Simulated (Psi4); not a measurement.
Interaction energy of O2S ··· H2Se (SMILES O=S=O and [SeH2]). Monomers: optimised at B3LYP-D3(BJ) (def2-TZVP), held rigid. Orientation: lowest of the rigid-body minima from ten starts at GFN2-xTB. R is the distance of the centres of mass, along which the second monomer moves.

Computed with SAPT0/jun-cc-pVDZ, frozen core run with Psi4 1.11.

Components in kJ/mol:

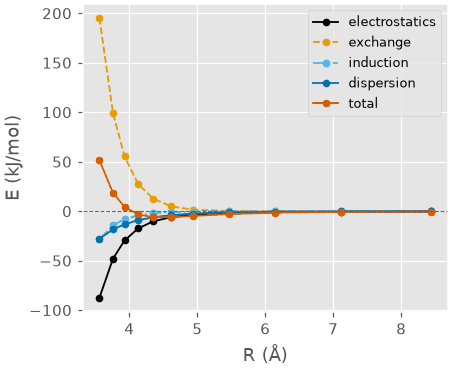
Figure: Components of the interaction energy.

| R / Å | electrostatics | exchange | induction | dispersion | total |
|---|---|---|---|---|---|
| 3.56 | -87.65 | 195.49 | -28.41 | -27.86 | 51.57 |
| 3.76 | -48.03 | 99.30 | -14.28 | -18.50 | 18.50 |
| 3.93 | -29.61 | 55.34 | -8.09 | -13.26 | 4.38 |
| 4.13 | -17.44 | 27.54 | -4.24 | -9.12 | -3.26 |
| 4.35 | -10.33 | 12.64 | -2.14 | -6.17 | -6.00 |
| 4.62 | -5.96 | 4.80 | -0.97 | -3.93 | -6.07 |
| 4.94 | -3.56 | 1.51 | -0.41 | -2.39 | -4.85 |
| 5.46 | -1.92 | 0.23 | -0.13 | -1.14 | -2.96 |
| 6.15 | -1.05 | 0.02 | -0.04 | -0.48 | -1.56 |
| 7.12 | -0.55 | 0.00 | -0.01 | -0.18 | -0.74 |
| 8.44 | -0.27 | 0.00 | 0.00 | -0.06 | -0.33 |
